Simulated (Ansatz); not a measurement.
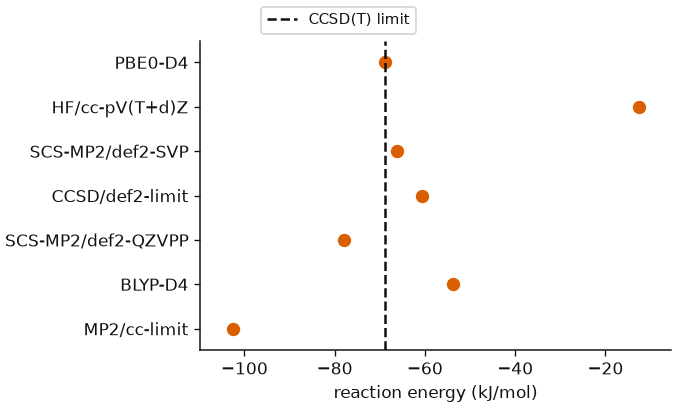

Electronic reaction energy of H₂ ([H][H]) + HO ([OH]) [doublet] → H ([H]) [doublet] + H₂O (O) (SMILES in brackets) at several levels (functionals in def2-TZVPP unless a basis is named), isolated molecules at PBE0-D4 triple-zeta geometries, minima by their frequencies, no zero-point or thermal terms, the Ansatz code. The line is frozen-core CCSD(T) at the basis limit (scheme: direct). The distance of SCS-MP2/def2-SVP and SCS-MP2/def2-QZVPP to the limit includes basis error. The limit lies 8.4 kJ/mol from CCSD(T)/def2-TZVPP, so the line itself is uncertain by a part of that.

### Which level comes closest to the line (CCSD(T) limit), and which misses most?

Closest PBE0-D4 (−68.9 kJ/mol), against −68.7 kJ/mol; farthest HF/cc-pV(T+d)Z (−12.6 kJ/mol).

### What do zero-point energy and temperature add?

Zero-point change 7.6 kJ/mol; at 298.15 K and 1 bar the CCSD(T) limit plus thermal terms gives an enthalpy of reaction of −62.4 and a free energy of −59.1 kJ/mol (harmonic PBE0-D4 modes, ideal gas).
